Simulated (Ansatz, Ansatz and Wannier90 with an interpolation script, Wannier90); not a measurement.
# Settings in Wannier-interpolated G0W0: BaTiO3 (Pm-3m), part 2 of 2

Wanted: errors and cost of interpolated bands of BaTiO3 (Pm-3m) under coarser or faulty settings.

Wannier90 4.0.3; maximally localised Wannier functions from the overlaps of LDA states (plane waves, PAW). Known limits of the many-body steps: not at the basis limit; no spin-orbit coupling; coarse k mesh.

So far. Step 2 (Wannier model on 8×8×8, by Wannier90): Near the gap the model misses directly solved bands by 0.2 meV r.m.s. and by 1 meV at most in the window tested. This tests the starting bands, not the corrections carried with them. Step 3 (Wannier model on 8×8×8, by the program's own minimiser): Near the gap the model misses directly solved bands by 0.2 meV r.m.s. and by 1 meV at most in the window tested. This tests the starting bands, not the corrections carried with them.

### Step 4. Wannier model on 4×4×4, by Wannier90

This step: maximally localised Wannier functions from the overlaps of LDA states (plane waves, PAW).

w.win reads:

```
num_iter = 1200
conv_tol = 1.0e-8
conv_window = 5
dis_num_iter = 4000
dis_conv_tol = 1.0e-8
dis_mix_ratio = 0.7
write_hr = true
use_ws_distance = false
num_print_cycles = 50
! ansatz wannier90 interface
! projections by site (counted from 0) and shell: 2 2P, 3 2P, 4 2P, 1 3D
! states of the run's bands (counted from 1): 1-31
num_bands = 31
num_wann  = 14
dis_win_min = 5.24
dis_win_max = 18.59
dis_froz_min = 5.24
dis_froz_max = 13.79
guiding_centres = true

begin unit_cell_cart
Ang
                    4.006                      0.0                      0.0
                      0.0                    4.006                      0.0
                      0.0                      0.0                    4.006
end unit_cell_cart

begin atoms_frac
Ba                       0.5                      0.5                      0.5
Ti                       0.0                      0.0                      0.0
O                        0.5                      0.0                      0.0
O                        0.0                      0.5                      0.0
O                        0.0                      0.0                      0.5
end atoms_frac

mp_grid = 4 4 4

[... the mesh's points ...]
```

Launch:

```bash
$ OMP_NUM_THREADS=1 mpirun -n 8 wannier90.x w > wannier90.x.log
```

Numbers of over 12 decimals in the logs are rounded to 6 here.

The program printed:

```text
[banner, memory and clock lines left out]
TEM
                                    ------

                              Lattice Vectors (Ang)
                    a_1     4.006000   0.000000   0.000000
                    a_2     0.000000   4.006000   0.000000
                    a_3     0.000000   0.000000   4.006000

                   Unit Cell Volume:      64.28843  (Ang^3)

                        Reciprocal-Space Vectors (Ang^-1)
                    b_1     1.568444   0.000000   0.000000
                    b_2     0.000000   1.568444   0.000000
                    b_3     0.000000   0.000000   1.568444

 *----------------------------------------------------------------------------*
 |   Site       Fractional Coordinate          Cartesian Coordinate (Ang)     |
 +----------------------------------------------------------------------------+
 | ba   1   0.50000   0.50000   0.50000   |    2.00300   2.00300   2.00300    |
 | ti   1   0.00000   0.00000   0.00000   |    0.00000   0.00000   0.00000    |
 | o    1   0.50000   0.00000   0.00000   |    2.00300   0.00000   0.00000    |
 | o    2   0.00000   0.50000   0.00000   |    0.00000   2.00300   0.00000    |
 | o    3   0.00000   0.00000   0.50000   |    0.00000   0.00000   2.00300    |
 *----------------------------------------------------------------------------*
                                ------------
                                K-POINT GRID
                                ------------

             Grid size =  4 x  4 x  4      Total points =   64

 *---------------------------------- MAIN ------------------------------------*
 |  Number of Wannier Functions               :                14             |
 |  Number of Objective Wannier Functions     :                14             |
[...]
Sum of centres and spreads (  6.009000,  6.009000,  6.009000 )    14.18466208

      1    -0.817E-01     0.2620656613       14.1846620804       0.04  <-- CONV
        O_D=      0.0000000 O_OD=      0.3794764 O_TOT=     14.1846621 <-- SPRD
 Delta: O_D=  0.3099654E-21 O_OD= -0.8171648E-01 O_TOT= -0.8171648E-01 <-- DLTA

             <<<     Delta < 1.000E-08  over  5 iterations     >>>
             <<< Wannierisation convergence criteria satisfied >>>

 Final State
[...]
WF centre and spread   13  (  0.000000,  0.000000,  0.000000 )     0.66730936
  WF centre and spread   14  (  0.000000,  0.000000, -0.000000 )     0.96069328
  Sum of centres and spreads (  6.009000,  6.009000,  6.009000 )    14.08736210

         Spreads (Ang^2)       Omega I      =    13.805185727
        ================       Omega D      =     0.000000000
                               Omega OD     =     0.282176375
    Final Spread (Ang^2)       Omega Total  =    14.087362102

 Writing checkpoint file w.chk... done

 *---------------------------------------------------------------------------*
 |                               PLOTTING                                    |
 *---------------------------------------------------------------------------*

 *===========================================================================*
 |                             TIMING INFORMATION                            |
 *===========================================================================*
 |    Tag                                                Ncalls      Time (s)|
 |---------------------------------------------------------------------------|
 |kmesh: get                                        :         1         0.016|
 |overlap: read                                     :         1         0.203|
 |dis: main                                         :         1         0.041|
 |wann: main                                        :         1         0.033|
 |plot: main                                        :         1         0.035|
 *---------------------------------------------------------------------------*
 All done: wannier90 exiting
```

The job ended after 0.98 s (8 MPI ranks of Arm Neoverse V2, shared host; 6.7 s of CPU time).

Numbers from this step:

```yaml
gauge_invariant_spread: 13.81 Å²
diagonal_spread: 0 Å²
off_diagonal_spread: 0.2822 Å²
total_spread: 14.09 Å²
disentanglement_steps: 44
r_m_s_interpolation_error: 0.002580 eV
r_m_s_error_near_the_gap: 0.002537 eV
```

Near the gap the model misses directly solved bands by 2.5 meV r.m.s. and by 15 meV at most in the window tested. This tests the starting bands, not the corrections carried with them.

Frozen up to 3.90 eV; above it the model need not follow the bands. The electronic bands at the labelled points (eV, zero at the valence-band top; v1 is the highest filled band, c1 the lowest empty one):

```tsv
point	v4	v3	v2	v1	c1	c2	c3	c4
Γ	-1.12	-0.10	-0.10	-0.10	1.70	1.70	1.70	3.97
X	-1.84	-1.84	-0.68	-0.68	1.83	3.47	3.47	3.97
M	-1.71	-0.83	-0.83	-0.05	3.49	3.49	3.91	4.89
Γ	-1.12	-0.10	-0.10	-0.10	1.70	1.70	1.70	3.97
R	-2.35	0.00	0.00	0.00	4.16	4.16	4.16	7.71
X	-1.84	-1.84	-0.68	-0.68	1.83	3.47	3.47	3.97
jump to R	-2.35	0.00	0.00	0.00	4.16	4.16	4.16	7.71
M	-1.71	-0.83	-0.83	-0.05	3.49	3.49	3.91	4.89
```

The same for Kohn-Sham, solved directly:

```tsv
point	v4	v3	v2	v1	c1	c2	c3	c4
Γ	-1.12	-0.10	-0.10	-0.10	1.70	1.70	1.70	3.97
X	-1.84	-1.84	-0.68	-0.68	1.83	3.47	3.47	3.97
M	-1.71	-0.83	-0.83	-0.05	3.49	3.49	3.90	4.82
Γ	-1.12	-0.10	-0.10	-0.10	1.70	1.70	1.70	3.97
R	-2.35	0.00	0.00	0.00	4.16	4.16	4.16	6.77
X	-1.84	-1.84	-0.68	-0.68	1.83	3.47	3.47	3.97
R	-2.35	0.00	0.00	0.00	4.16	4.16	4.16	6.77
M	-1.71	-0.83	-0.83	-0.05	3.49	3.49	3.90	4.82
```

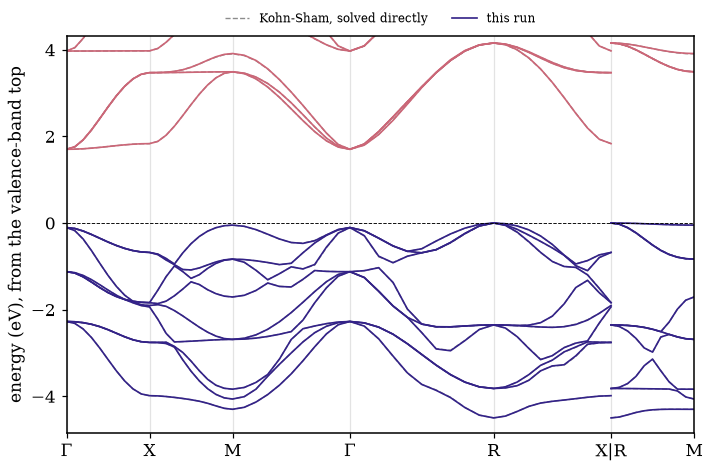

Electronic bands along the path; lines of filled and empty bands in two colours; dashed: Kohn-Sham, solved directly.

### Step 5. G0W0: 4×4×4 mesh, 268 empty bands, screening to 150 eV

G0W0 replaces the xc potential by the self-energy, built once from these orbitals. Only a window of levels is corrected, while the sums run over the empty bands that the input names.

This step: G0W0 on LDA, plane waves, PAW.

input.yaml reads:

```yaml
crystal:
  lattice:
    - [4.006, 0.0, 0.0]
    - [0.0, 4.006, 0.0]
    - [0.0, 0.0, 4.006]
  atoms:
    - { symbol: Ba, position: [0.5, 0.5, 0.5] }
    - { symbol: Ti, position: [0.0, 0.0, 0.0] }
    - { symbol: O, position: [0.5, 0.0, 0.0] }
    - { symbol: O, position: [0.0, 0.5, 0.0] }
    - { symbol: O, position: [0.0, 0.0, 0.5] }
kpoints:
  mp_grid: { grid: [4, 4, 4] }
hamiltonian:
  xc: lda
scf:
  occupations: { method: fixed }
gw:
  n_empty_bands: 268
  ecut_chi: 150.0
  qp_bands: [v9, c3]
  screening: { model: contour_deformation }
```

Launch:

```bash
$ ansatz run input.yaml --threads 8 --pin off --max-ram 18432MiB --backend cpu --events-out ev --progress --plain --runs-dir out
```

The program printed:

```text
[...]
Crystal: 5 atoms, lattice volume = 64.288 Å³
Basis set: ecut = 420 eV, 1237 PW (Γ)
Bands: 25, of which v1, the nominal top of the filled ones, is band 20 counted from 1 (19 counted from 0)
Symmetry: 48 space group operations
[...]
k-points: 10 of 64
[...]
7    13      6.5893   -22.9238     4.8742   -17.9597  0.5857     6.4985     6.4994  root ?
[...]
9    20      9.8885   -25.7560     4.6608   -20.8926  0.7045     9.6849     9.6859  root
     9    21     14.0448   -14.7009    -8.0333   -23.9814  0.6522    15.3702    15.2920  root
     9    22     14.0448   -14.7009    -8.0333   -23.9814  0.6522    15.3702    15.2920  root
     9    23     14.0448   -14.7009    -8.0333   -23.9814  0.6522    15.3702    15.2920  root
[key lines of the parts left out:]
SCF converged after 8 iterations
Free energy (F): -9904.374895 eV
Fermi energy:    9.888455 eV
```

Run time: 33 s. Hardware: 8 threads; peak memory 1.3 GiB; 4 min of CPU time.

The G0W0 gap on the mesh is 3.221 eV.

### Step 6. G0W0: 2×2×2 mesh, 268 empty bands, screening to 150 eV

input.yaml, as its differences from that of step 5:

```diff
@@ -12,3 +12,3 @@
 kpoints:
-  mp_grid: { grid: [4, 4, 4] }
+  mp_grid: { grid: [2, 2, 2] }
 hamiltonian:
```

The program printed:

```text
[...]
Crystal: 5 atoms, lattice volume = 64.288 Å³
Basis set: ecut = 420 eV, 1237 PW (Γ)
Bands: 25, of which v1, the nominal top of the filled ones, is band 20 counted from 1 (19 counted from 0)
Symmetry: 48 space group operations
[...]
k-points: 4 of 8
[...]
2    16      7.2303   -22.5099     4.5970   -17.9732  0.5898     7.2900     7.2905  root ?
[...]
3    20     10.0005   -25.8345     4.9129   -20.8707  0.6863     9.9496     9.9497  root
     3    21     13.8106   -14.8888    -8.0904   -24.0182  0.6299    14.9330    14.8497  root
     3    22     13.8106   -14.8888    -8.0904   -24.0182  0.6299    14.9330    14.8497  root
     3    23     13.8106   -14.8888    -8.0904   -24.0182  0.6299    14.9330    14.8497  root
[key lines of the parts left out:]
SCF converged after 7 iterations
Free energy (F): -9903.605167 eV
Fermi energy:    10.000524 eV
```

Run time: 4.3 s. Hardware: 8 threads; peak memory 0.77 GiB; 27 s of CPU time.

The G0W0 gap on the mesh is 2.530 eV.

### Step 7. G0W0: 4×4×4 mesh, 124 empty bands, screening to 90 eV

input.yaml, as its differences from that of step 6:

```diff
@@ -12,3 +12,3 @@
 kpoints:
-  mp_grid: { grid: [2, 2, 2] }
+  mp_grid: { grid: [4, 4, 4] }
 hamiltonian:
@@ -18,4 +18,4 @@
 gw:
-  n_empty_bands: 268
-  ecut_chi: 150.0
+  n_empty_bands: 124
+  ecut_chi: 90
   qp_bands: [v9, c3]
```

The program printed:

```text
[...]
Crystal: 5 atoms, lattice volume = 64.288 Å³
Basis set: ecut = 420 eV, 1237 PW (Γ)
Bands: 25, of which v1, the nominal top of the filled ones, is band 20 counted from 1 (19 counted from 0)
Symmetry: 48 space group operations
[...]
k-points: 10 of 64
[...]
9    19      9.8885   -25.7560     4.9094   -20.8926  0.7101     9.9345     9.9346  root
     9    20      9.8885   -25.7560     4.9094   -20.8926  0.7101     9.9345     9.9346  root
     9    21     14.0448   -14.7009    -7.7600   -23.9814  0.6578    15.6909    15.5653  root ?
     9    22     14.0448   -14.7009    -7.7600   -23.9814  0.6578    15.6909    15.5653  root ?
     9    23     14.0448   -14.7009    -7.7600   -23.9814  0.6578    15.6909    15.5653  root ?
[key lines of the parts left out:]
SCF converged after 8 iterations
Free energy (F): -9904.374895 eV
Fermi energy:    9.888455 eV
```

Run time: 9 s. Hardware: 8 threads; peak memory 0.63 GiB.

The G0W0 gap on the mesh is 3.211 eV.

### Step 8. G0W0: 4×4×4 mesh, 268 empty bands, screening to 150 eV, plasmon pole

input.yaml, as its differences from that of step 7:

```diff
@@ -18,5 +18,5 @@
 gw:
-  n_empty_bands: 124
-  ecut_chi: 90
+  n_empty_bands: 268
+  ecut_chi: 150.0
   qp_bands: [v9, c3]
-  screening: { model: contour_deformation }
+  screening: { model: godby_needs }
```

The program printed:

```text
[...]
Crystal: 5 atoms, lattice volume = 64.288 Å³
Basis set: ecut = 420 eV, 1237 PW (Γ)
Bands: 25, of which v1, the nominal top of the filled ones, is band 20 counted from 1 (19 counted from 0)
Symmetry: 48 space group operations
[...]
k-points: 10 of 64
[...]
9    19      9.8885   -25.7560     4.7648   -20.8926  0.7530     9.7898     9.7899  root
     9    20      9.8885   -25.7560     4.7648   -20.8926  0.7530     9.7898     9.7899  root
     9    21     14.0448   -14.7009    -7.6063   -23.9814  0.7198    15.6332    15.7191  root ?
     9    22     14.0448   -14.7009    -7.6063   -23.9814  0.7198    15.6332    15.7191  root ?
     9    23     14.0448   -14.7009    -7.6063   -23.9814  0.7198    15.6332    15.7191  root ?
[key lines of the parts left out:]
SCF converged after 8 iterations
Free energy (F): -9904.374895 eV
Fermi energy:    9.888455 eV
```

The job ended after 50 s (8 threads; peak memory 1.3 GiB; 6.3 min of CPU time).

The G0W0 gap on the mesh is 3.223 eV.

### Step 9. Interpolated results

Times are wall times on 8 threads of Arm Neoverse V2, shared host, good to a factor of about two.

```tsv
GW mesh	empty bands	cutoff (eV)	frequency	gap on mesh (eV)	gap over zone (eV)	direct gap (eV)	valence width (eV)	GW time
4×4×4	268	150	contour deformation	3.221	3.221	3.334	4.609	33 s
2×2×2	268	150	contour deformation	2.530	2.887	3.055	4.566	4.3 s
4×4×4	124	90	contour deformation	3.211	3.210	3.303	4.693	9 s
4×4×4	268	150	plasmon pole	3.223	3.223	3.331	4.900	50 s
```

### Step 10. Results

| Quantity | Value |
| --- | --- |
| 4×4×4 mesh, 268 empty bands, screening to 150 eV | 3.22 eV |
| 2×2×2 mesh, 268 empty bands, screening to 150 eV | 2.89 eV |
| 4×4×4 mesh, 124 empty bands, screening to 90 eV | 3.21 eV |
| 4×4×4 mesh, 268 empty bands, screening to 150 eV, plasmon pole | 3.22 eV |

The largest change, −0.33 eV in the gap over the zone, comes with 2×2×2 mesh, 268 empty bands, screening to 150 eV. The first run is a reference, not a converged one, and where a row moves several settings no single cause can be named. Rows on another GW mesh add that mesh's corrections to the bands of the one model. The program's own minimiser ends at the same spread as the first model, 14.9 Å², from the same trial orbitals; this need not be the lowest minimum. Coarser Wannier mesh (4×4×4): the miss near the gap goes from under 1 (the model on 8×8×8) to 3 meV and the total spread from 14.9 to 14.1 Å². With 2×2×2 mesh, 268 empty bands, screening to 150 eV the gap over the zone moves by −0.33 eV and that on the mesh by −0.69 eV. With 4×4×4 mesh, 124 empty bands, screening to 90 eV the gap over the zone moves by −0.01 eV and that on the mesh by −0.01 eV. With 4×4×4 mesh, 268 empty bands, screening to 150 eV, plasmon pole the gap over the zone moves by +0.002 eV and that on the mesh by +0.003 eV. Gaps over the zone and on the mesh differ where an edge lies off the mesh, or where a GW run starts from another density: the starting gap over the zone is 1.702 eV, on the GW meshes it is 1.702 eV and 1.334 eV. The 4×4×4 mesh is coarse for this cell (its supercell is 16 Å along the shortest edge). The RPA ε∞ on it, from the LDA start, is 7.27; such meshes misread the long-range screening, most where the gap is narrow. This is the ideal cubic cell; many perovskites, halides above all, are cubic only on average, and local tilts or off-centring can widen the gap. The many-body steps are scalar-relativistic: spin-orbit coupling is not in them.

[Paths, hosts, dates, memory and timing lines, banners, echoed tables and standing remarks are left out of the program output.]

[Logs are printed without paths, hosts, clocks, repeated set-up lines and the standing remarks that a program may print on its own settings, such as how far it seeks lower states.]

[Runs of the session that timed out or met a known fault of the program may be left out.]

[Hosts, paths, dates, database ids (printed as entryN), source tags and the programs' standing remarks are cut or masked in the printed files.]
